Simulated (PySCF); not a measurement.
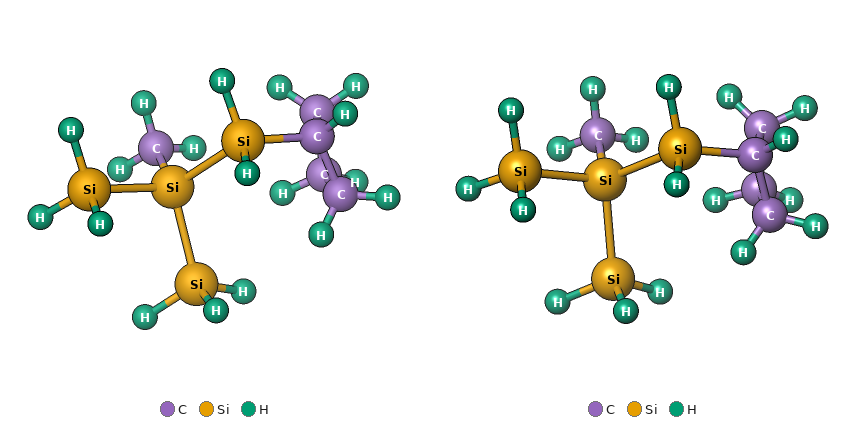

Both panels show the same species.

Which formula does it have?

Answer. C₅H₁₈Si₄, 27 atoms: 5 carbon, 18 hydrogen and 4 silicon.

How many bonds of each kind are drawn?

Answer. 10 C–H, 8 Si–H, 4 C–C, 3 Si–Si, 2 C–Si.

Does it have rings?

Answer. Independent rings (smallest set): 1 of 4 members.

Which point group does it belong to?

Answer. C1.

Name functional groups in it.

Answer. Among them: Si–H bond.

The parts below concern this one geometry. Atoms keep their numbers from picture to picture. Computed geometry: PBE0-D3(BJ)/def2-SVP optimisation. No frequency run is at hand to confirm it as a minimum.

**Shape**

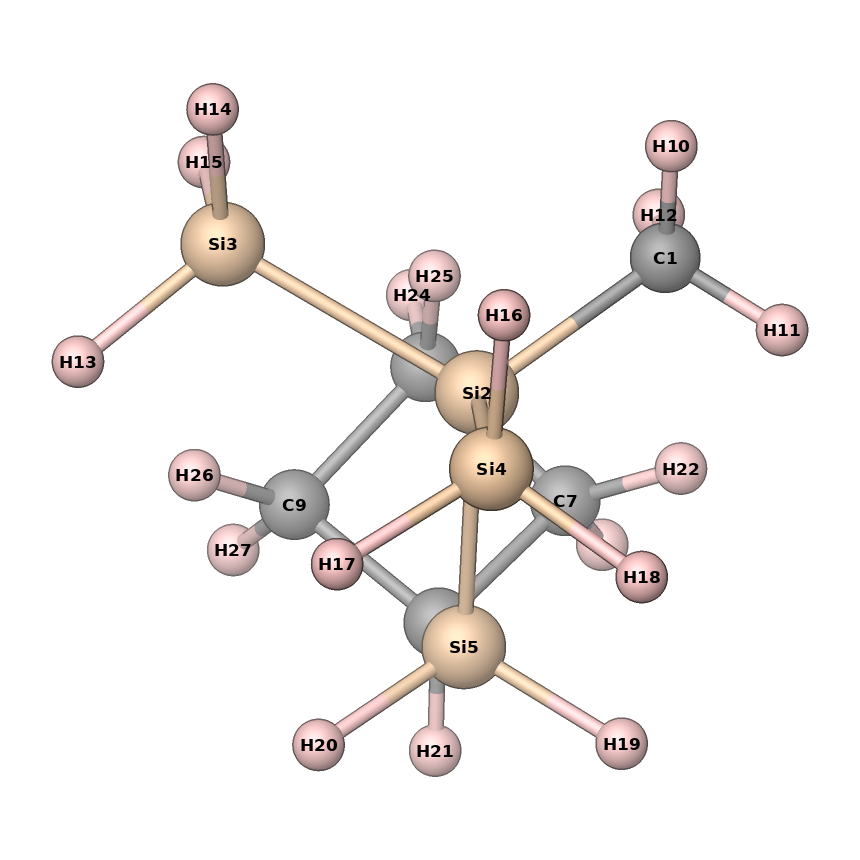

C6 lies behind Si5. The molecule seen nearly along the Si5–C6 bond, Si5 in front. Distant atoms are faded towards the background colour. No frequency run is at hand to confirm it as a minimum.

What is the torsion angle Si2–Si5–C6–C7? The sign is positive where the front bond must turn clockwise to cover the back bond.

Answer. 50°, synclinal (gauche). The bonds about Si5–C6 are staggered.

**Electronic properties**

No frequency run is at hand to confirm it as a minimum. Method: CAM-B3LYP/pcSseg-1, gas phase (PySCF 2.14.0).

Give the HOMO–LUMO gap at this level.

Answer. 9.48 eV.

What is the dipole moment?

Answer. 1.72 D.

Estimate the HOMO energy (Kohn–Sham orbital).

Answer. −8.70 eV.

**NMR shielding**

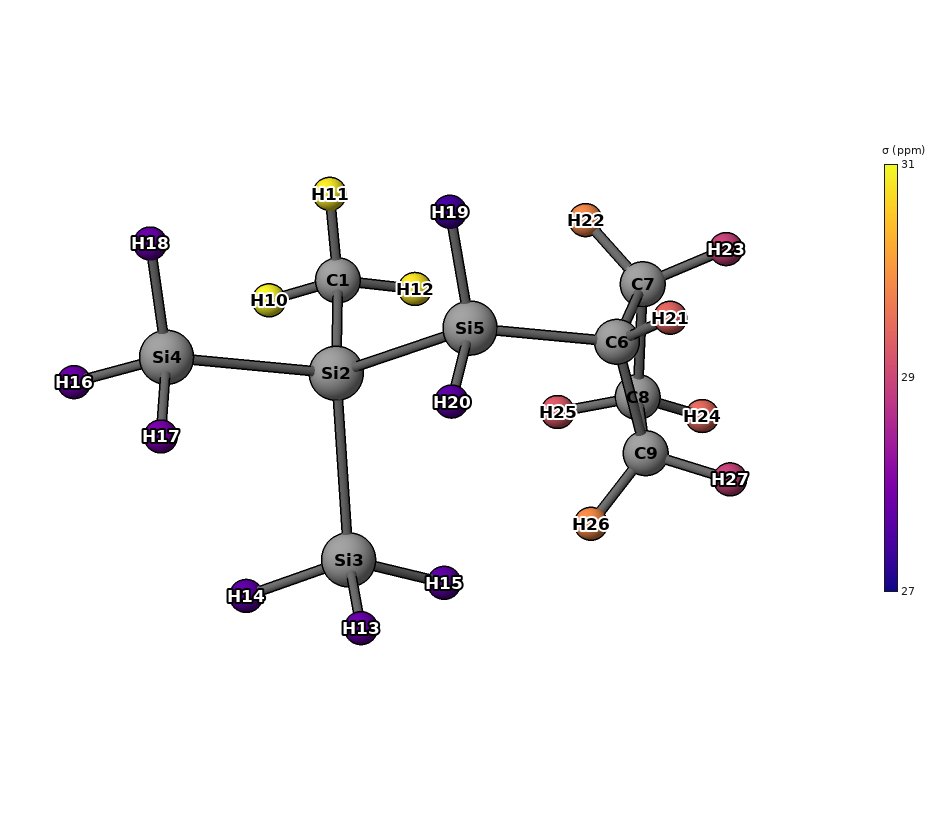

Atoms are coloured by their isotropic NMR shieldings (H only, the others grey). No frequency run is at hand to confirm it as a minimum. Level of theory: GIAO CAM-B3LYP/pcSseg-1 NMR shielding, non-relativistic, gas phase (PySCF 2.14.0).

Which H atom is the most shielded (lowest chemical shift)?

Answer. H10 (30.91 ppm).

Which H atom is the least shielded (highest chemical shift)?

Answer. H19 (27.44 ppm).

How wide is the range of H shifts?

Answer. 3.47 ppm.

Give the isotropic NMR shieldings of the H atoms atom by atom.

```json
{"atom": "H10", "σ (ppm)": "30.91"}
{"atom": "H11", "σ (ppm)": "30.83"}
{"atom": "H12", "σ (ppm)": "30.79"}
{"atom": "H13", "σ (ppm)": "27.79"}
{"atom": "H14", "σ (ppm)": "27.70"}
{"atom": "H15", "σ (ppm)": "27.69"}
{"atom": "H16", "σ (ppm)": "27.80"}
{"atom": "H17", "σ (ppm)": "27.95"}
{"atom": "H18", "σ (ppm)": "27.78"}
{"atom": "H19", "σ (ppm)": "27.44"}
{"atom": "H20", "σ (ppm)": "27.66"}
{"atom": "H21", "σ (ppm)": "29.42"}
{"atom": "H22", "σ (ppm)": "29.85"}
{"atom": "H23", "σ (ppm)": "28.96"}
{"atom": "H24", "σ (ppm)": "29.47"}
{"atom": "H25", "σ (ppm)": "29.27"}
{"atom": "H26", "σ (ppm)": "29.88"}
{"atom": "H27", "σ (ppm)": "28.94"}
```

**Charges**

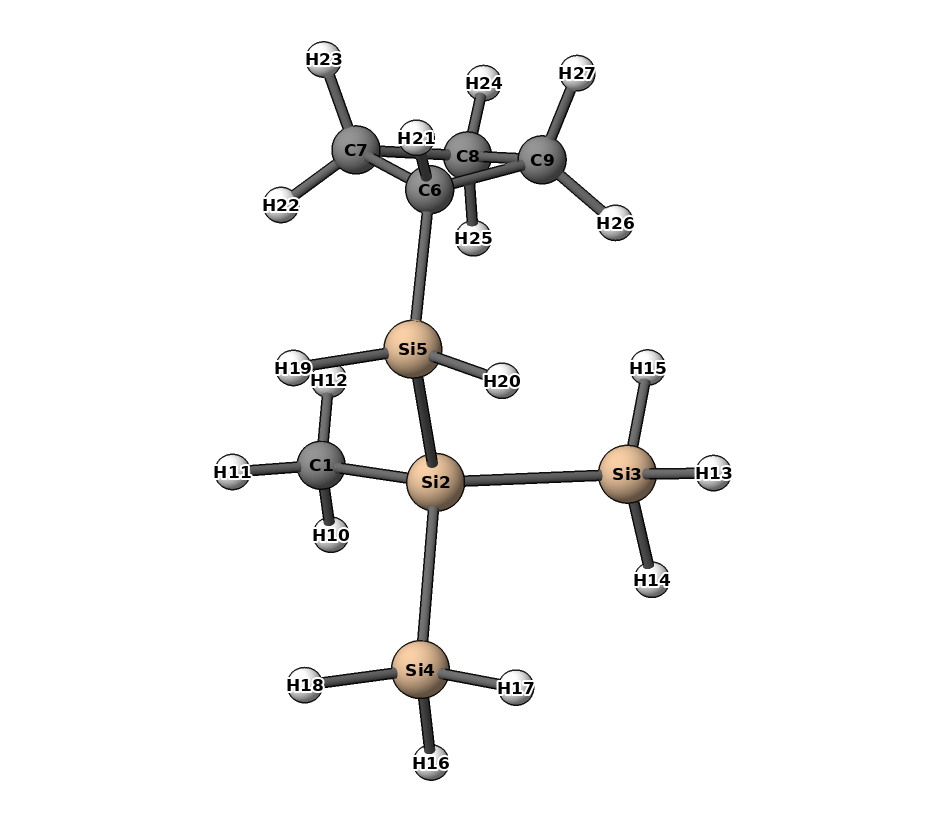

The questions are on Mulliken charges. No frequency run is at hand to confirm it as a minimum. Properties computed with PBE0/pcSseg-1, gas phase (PySCF 2.14.0).

Which atom carries the highest charge (most positive or least negative)?

Answer. Si5 (0.46 e).

And the lowest?

Answer. C1 (−0.58 e).

Give the Mulliken charges atom by atom.

```tsv
atom	value (e)
C1	−0.58
Si2	−0.26
Si3	0.24
Si4	0.29
Si5	0.46
C6	−0.54
C7	−0.18
C8	−0.26
C9	−0.19
H10	0.16
H11	0.15
H12	0.16
H13	−0.05
H14	−0.05
H15	−0.05
H16	−0.06
H17	−0.06
H18	−0.06
H19	−0.05
H20	−0.05
H21	0.15
H22	0.13
H23	0.12
H24	0.13
H25	0.14
H26	0.15
H27	0.12
```

Mulliken values depend strongly on the basis set and can even reverse the polarity of a bond.
